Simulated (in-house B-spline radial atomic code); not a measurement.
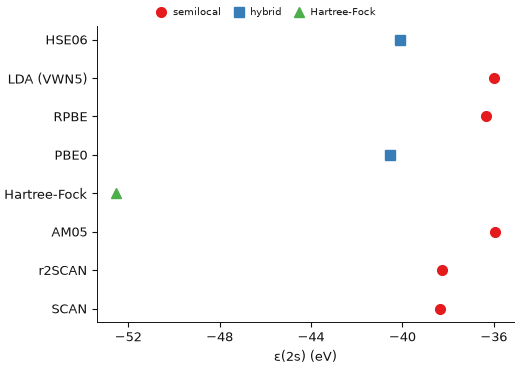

System: the neutral neon atom, configuration [He] 2s2 2p6. All runs are non-relativistic, spin-polarised and spherical, computed with an in-house B-spline radial code. Hartree-Fock is the average over the configuration. The plot shows the eigenvalue (eV) of the 2s orbital by 8 methods.

**How much do the methods differ, and in which order?**

The deepest is Hartree-Fock (−52.5) and the shallowest AM05 (−36.0), a spread of 16.6 eV. In order (eV): Hartree-Fock (−52.5), PBE0 (−40.6), HSE06 (−40.1), SCAN (−38.4), r2SCAN (−38.3), RPBE (−36.4), LDA (VWN5) (−36.0), AM05 (−36.0). On the whole, exact exchange removes self-interaction and deepens occupied levels.
